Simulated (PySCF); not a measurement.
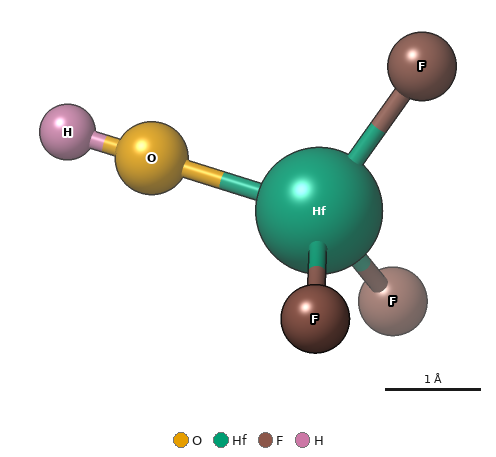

The structure as given in the input (ball-and-stick view, seen at a tilt). Sticks mark near contacts.

# HfHOF$_{3}$: GW calculation

System: HfHOF$_{3}$.
Method: G0W0 (PBE)/ANO-RCC-VDZ, RKS, sfX2C (PySCF 2.14.0).

The geometry comes from this level: PBE0-D4/def2-TZVP.

**What the program printed**
```
PySCF version 2.14.0

[INPUT] num. atoms = 6
[INPUT] num. electrons = 108
[INPUT] charge = 0
[INPUT] spin (= nelec alpha-beta = 2S) = 0
[INPUT] symmetry False subgroup None
[INPUT] Mole.unit = angstrom
[INPUT] Symbol           X                Y                Z      unit          X                Y                Z       unit  Magmom
[INPUT]  1 O     -0.995300000000   0.580800000000   0.833400000000 AA   -1.880844411780   1.097552933147   1.574897752213 Bohr   0.0
[INPUT]  2 Hf     0.329800000000  -0.202100000000  -0.282500000000 AA    0.623231675882  -0.381913649775  -0.533847630190 Bohr   0.0
[INPUT]  3 F      1.522000000000  -1.262100000000   0.760900000000 AA    2.876163161588  -2.385023341814   1.437892608182 Bohr   0.0
[INPUT]  4 F     -0.494300000000  -1.312300000000  -1.595100000000 AA   -0.934091623373  -2.479887593267  -3.014302141294 Bohr   0.0
[INPUT]  5 F      1.329200000000   1.160100000000  -1.165700000000 AA    2.511823964772   2.192271277108  -2.202853743405 Bohr   0.0
[INPUT]  6 H     -1.649400000000   0.971600000000   1.403000000000 AA   -3.116914269858   1.836057902627   2.651285752765 Bohr   0.0

nuclear repulsion = 799.490470454596
number of shells = 13
number of NR pGTOs = 411
number of NR cGTOs = 97
basis = ano-rcc-vdz
ecp = {}

******** <class 'pyscf.x2c.sfx2c1e.sfX2C1eRKS'> ********
method = sfX2C1eRKS
initial guess = minao
damping factor = 0
level_shift factor = 0
DIIS = <class 'pyscf.scf.diis.CDIIS'>
diis_start_cycle = 1
diis_space = 8
diis_damp = 0
SCF conv_tol = 1e-10
SCF conv_tol_grad = None
SCF max_cycles = 50
direct_scf = True
direct_scf_tol = 1e-13
XC library pyscf.dft.libxc version 7.0.0
    S. Lehtola, C. Steigemann, M. J.T. Oliveira, and M. A.L. Marques.,  SoftwareX 7, 1–5 (2018)
XC functionals = pbe
    J. P. Perdew, K. Burke, and M. Ernzerhof.,  Phys. Rev. Lett. 77, 3865 (1996)
    J. P. Perdew, K. Burke, and M. Ernzerhof.,  Phys. Rev. Lett. 78, 1396 (1997)
    J. P. Perdew, K. Burke, and M. Ernzerhof.,  Phys. Rev. Lett. 77, 3865 (1996)
    J. P. Perdew, K. Burke, and M. Ernzerhof.,  Phys. Rev. Lett. 78, 1396 (1997)
radial grids:
    Treutler-Ahlrichs [JCP 102, 346 (1995); DOI:10.1063/1.469408] (M4) radial grids

becke partition: Becke, JCP 88, 2547 (1988); DOI:10.1063/1.454033
pruning grids: <function nwchem_prune>
grids dens level: 4
symmetrized grids: False
atomic radii adjust function: <function treutler_atomic_radii_adjust>
small_rho_cutoff = 0

******** <class 'pyscf.x2c.sfx2c1e.SpinFreeX2CHelper'> ********
approx = 1e
xuncontract = 1
Set gradient conv threshold to 1e-05
Initial guess from minao.
tot grids = 164936
init E= -15455.9861074031
  HOMO = -0.438308582125627  LUMO = -0.0768324544053067  gap/eV = 9.83627
cycle= 1 E= -15455.4525036774  delta_E= 0.534  |g|= 1.71  |ddm|= 3.22
  HOMO = -0.14934359398225  LUMO = -0.0637301721089199  gap/eV = 2.32966
cycle= 2 E= -15449.7551460306  delta_E=  5.7  |g|=  6.2  |ddm|= 4.54
  HOMO = -0.306845493636777  LUMO = -0.0560698767178818  gap/eV = 6.82395
cycle= 3 E= -15455.8869166427  delta_E= -6.13  |g|= 0.383  |ddm|=  3.9
  HOMO = -0.32881812679663  LUMO = -0.0895229276857486  gap/eV = 6.51155
cycle= 4 E= -15455.9123725846  delta_E= -0.0255  |g|= 0.229  |ddm|= 0.654
  HOMO = -0.33598835573989  LUMO = -0.0733329621716612  gap/eV = 7.14722
cycle= 5 E= -15455.9173108728  delta_E= -0.00494  |g|= 0.128  |ddm|= 0.192
  HOMO = -0.326644385096789  LUMO = -0.0659793773014122  gap/eV = 7.09306
cycle= 6 E= -15455.9205377322  delta_E= -0.00323  |g|= 0.0379  |ddm|= 0.106
  HOMO = -0.329429689763401  LUMO = -0.065401985080009  gap/eV = 7.18456
cycle= 7 E= -15455.9208152439  delta_E= -0.000278  |g|= 0.0103  |ddm|= 0.0229
  HOMO = -0.329907672832344  LUMO = -0.0649711331645954  gap/eV = 7.20929
cycle= 8 E= -15455.9208351231  delta_E= -1.99e-05  |g|= 0.000731  |ddm|= 0.00721
  HOMO = -0.329927069862675  LUMO = -0.0649485502786068  gap/eV = 7.21043
cycle= 9 E= -15455.9208352285  delta_E= -1.05e-07  |g|= 5.89e-05  |ddm|= 0.000562
  HOMO = -0.329927276653997  LUMO = -0.0649480034851827  gap/eV = 7.21045
cycle= 10 E= -15455.9208352287  delta_E= -2.66e-10  |g|= 4.72e-05  |ddm|= 7.05e-05
  HOMO = -0.329925667249098  LUMO = -0.0649481948526977  gap/eV = 7.21040
cycle= 11 E= -15455.9208352291  delta_E= -3.89e-10  |g|= 1.19e-05  |ddm|= 3.9e-05
  HOMO = -0.329925461735194  LUMO = -0.064948298628406  gap/eV = 7.21040
cycle= 12 E= -15455.9208352291  delta_E= -2.18e-11  |g|= 1.53e-06  |ddm|= 8.36e-06
  HOMO = -0.329926110332627  LUMO = -0.0649481260756876  gap/eV = 7.21042
```

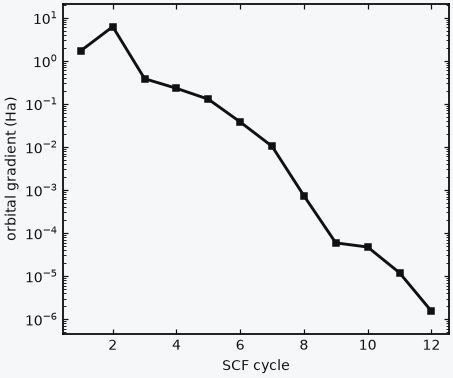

Convergence of the self-consistent field: orbital gradient against the SCF cycle. The residual comes down, with one marked jump up, by a factor of about 4, at step 2.

```
Extra cycle  E= -15455.9208352292  delta_E= -1.27e-11  |g|= 4.32e-06  |ddm|= 5.64e-06
converged SCF energy = -15455.9208352292
Final energy -15455.920835229157
ETB for O: l = 0, exps = 0.134166 * 2^n , n = 0..15
ETB for O: l = 1, exps = 0.11002269394993017 * 2^n , n = 0..12
ETB for O: l = 2, exps = 0.090224 * 2^n , n = 0..10
ETB for Hf: l = 0, exps = 0.04212204 * 2^n , n = 0..28
ETB for Hf: l = 1, exps = 0.0554968577865522 * 2^n , n = 0..24
ETB for Hf: l = 2, exps = 0.0697905058022651 * 2^n , n = 0..22
ETB for Hf: l = 3, exps = 0.08774824639463515 * 2^n , n = 0..20
ETB for Hf: l = 4, exps = 0.11561054381939738 * 2^n , n = 0..15
ETB for Hf: l = 5, exps = 0.14538693992844062 * 2^n , n = 0..13
ETB for Hf: l = 6, exps = 0.18279634 * 2^n , n = 0..11
ETB for F: l = 0, exps = 0.168602 * 2^n , n = 0..15
ETB for F: l = 1, exps = 0.13517049062572792 * 2^n , n = 0..13
ETB for F: l = 2, exps = 0.108368 * 2^n , n = 0..12
ETB for H: l = 0, exps = 0.055924 * 2^n , n = 0..12

WARN: Even tempered Gaussians are generated as DF auxbasis for  O Hf F H

******** <class 'pyscf.gw.gw_ac.GWAC'> ********
method = GWAC
GW nocc = 54, nvir = 43
frozen orbitals = None
off-diagonal self-energy = False
GW density matrix = False
density-fitting for exchange = False
outcore for self-energy= False
broadening parameter = 5.000e-03
number of grids = 100
analytic continuation method = pade
imaginary frequency cutoff = 5.0
Pade points = 18
Pade step ratio = 0.667
use perturbative linearized QP eqn = False
QPE max iter = 100
QPE tolerance = 1.0e-06

Starting get_sigma_diag main loop with 100 frequency points.
   0    1    2    3    4    5    6    7    8    9   10   11
  12   13   14   15   16   17   18   19   20   21   22   23
  24   25   26   27   28   29   30   31   32   33   34   35
  36   37   38   39   40   41   42   43   44   45   46   47
  48   49   50   51   52   53   54   55   56   57   58   59
  60   61   62   63   64   65   66   67   68   69   70   71
  72   73   74   75   76   77   78   79   80   81   82   83
  84   85   86   87   88   89   90   91   92   93   94   95
  96   97   98   99
Finished get_sigma_diag main loop.

WARN: GW QP energies may not be sorted from min to max

orbital   mean field (eV)   quasiparticle (eV)
  53      -8.9783     -11.5776
  54      -8.9777     -11.5772
  55      -1.7673       2.5390
  56      -1.7661       2.5453
```

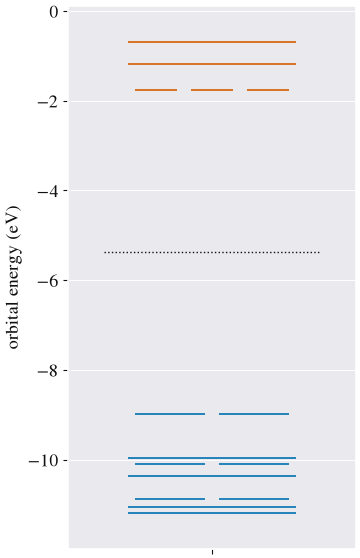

Orbital energies near the frontier; the dotted line parts filled from empty levels, and levels within 0.02 eV of each other stand side by side. Highest filled −8.98 eV, lowest empty −1.77 eV, 7.21 eV apart.

The run was set up as follows.

**Input file (run.py)**
```python
from pyscf import gto, dft, gw

molecule = gto.Mole()
molecule.atom = '''
O   -0.995300   0.580800   0.833400
Hf   0.329800  -0.202100  -0.282500
F    1.522000  -1.262100   0.760900
F   -0.494300  -1.312300  -1.595100
F    1.329200   1.160100  -1.165700
H   -1.649400   0.971600   1.403000
'''
molecule.charge = 0
molecule.max_memory = 1860
molecule.spin = 0
molecule.verbose = 4
molecule.basis = 'ano-rcc-vdz'
molecule.build()

mf = dft.RKS(molecule)
mf.xc = 'pbe'
mf = mf.x2c()
mf.grids.level = 4
mf.conv_tol = 1e-10
mf.kernel()
if not mf.converged:
    mf = mf.newton().run(mf.mo_coeff, mf.mo_occ)

e_tot = mf.e_tot
print('Final energy', e_tot)

nocc = molecule.nelec[0]
orbs = list(range(max(0, nocc - 2), min(molecule.nao, nocc + 2)))
mygw = gw.GW(mf, freq_int='ac')
mygw.orbs = orbs
mygw.kernel()
print('orbital   mean field (eV)   quasiparticle (eV)')
for p in orbs:
    print('%4d %12.4f %12.4f' % (p + 1, mf.mo_energy[p] * 27.211386, mygw.mo_energy[p] * 27.211386))
```

Run as:
```bash
OMP_NUM_THREADS=1 python run.py
```

**Results in brief**

- outcome: converged
- total energy: −15455.920835 hartree
- basis functions: 97
- HOMO: −8.98 eV
- LUMO: −1.77 eV
- dipole moment: 3.12 D
- hardware: 1 thread of Arm Neoverse V2, 24 GiB of memory available, shared host
- wall time: 2.4 min
- peak memory: 0.69 GiB
